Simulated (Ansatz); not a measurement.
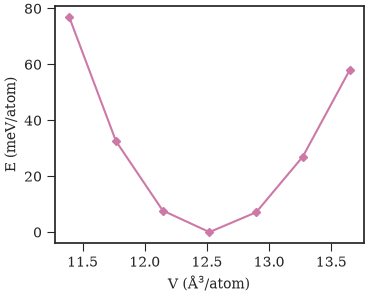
V (bcc (W type), Im-3m) under volume change, DFT-LDA in the program Ansatz with PAW potentials, scaled uniformly.

What does a third-order Birch–Murnaghan fit give for V₀, B₀ and B′?

V₀ = 12.52 Å³/atom, B₀ = 210 GPa, B′ = 3.8.

Symmetry was held in the LDA relaxation. The workflow began spin-polarised and lost its moments.

Potentials: the later of the program's two PAW sets.
